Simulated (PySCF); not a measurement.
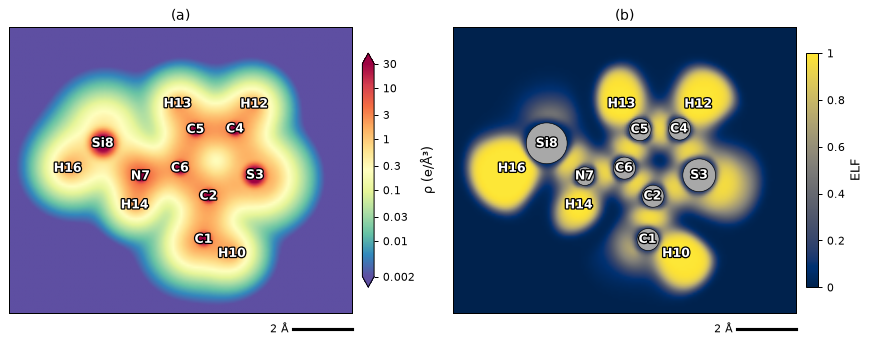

C5H9NSSi (SMILES Cc1sccc1N[SiH3]). (a) electron density; (b) ELF on the plane of atoms S3, C4 and H12. Grey discs cover the atomic cores in the ELF map.

Geometry: GFN2-xTB.

Computed with PySCF 2.14.0, CAM-B3LYP/def2-SVPD, SCF density, gas phase.

```yaml
atoms:
  - { symbol: C, position_ang: [-2.3377, -0.6967, 0.8514] }
  - { symbol: C, position_ang: [-1.3622, 0.3587, 0.4506] }
  - { symbol: S, position_ang: [-1.8749, 1.9998, 0.2084] }
  - { symbol: C, position_ang: [-0.2769, 2.4853, -0.1953] }
  - { symbol: C, position_ang: [0.5971, 1.4526, -0.1454] }
  - { symbol: C, position_ang: [-0.0171, 0.2250, 0.2262] }
  - { symbol: N, position_ang: [0.6697, -0.9676, 0.3460] }
  - { symbol: Si, position_ang: [2.3556, -1.2438, 0.1004] }
  - { symbol: H, position_ang: [-2.0568, -1.1473, 1.8054] }
  - { symbol: H, position_ang: [-3.3290, -0.2639, 0.9570] }
  - { symbol: H, position_ang: [-2.3879, -1.4890, 0.1018] }
  - { symbol: H, position_ang: [-0.0869, 3.5096, -0.4463] }
  - { symbol: H, position_ang: [1.6457, 1.5398, -0.3627] }
  - { symbol: H, position_ang: [0.0725, -1.7320, 0.6183] }
  - { symbol: H, position_ang: [2.7337, -0.9144, -1.2782] }
  - { symbol: H, position_ang: [2.4979, -2.6717, 0.3733] }
  - { symbol: H, position_ang: [3.1503, -0.4326, 1.0288] }
```

Q: What does the map show?

A:
- The plane passes through C, S, N, Si and H nuclei.
- C–C (1.35 Å): ρ is about 2.2 e/Å³ halfway; the ELF peaks at about 0.95 between the atoms; localised, covalent bonding.
- C–N (1.38 Å): ρ at the midpoint is about 2.2 e/Å³; the ELF peaks at about 0.95 between the atoms, as expected for localised, covalent bonding.
- C–S (1.72 Å): the density is about 1.5 e/Å³ at the midpoint; the ELF peaks at about 0.95 between the atoms, as expected for a covalent bond.
- Si–N (1.73 Å): ρ at the midpoint is about 1.1 e/Å³; the ELF peaks at about 0.95 between the atoms, as expected for a polar covalent bond.
- N–H (1.01 Å): ρ is about 2.8 e/Å³ halfway; the ELF climbs to about 1 towards the hydrogen, as it does in any bond to H (a covalent bond by its length).
- The ELF also peaks beside S3, away from the bonds: lone-pair regions.
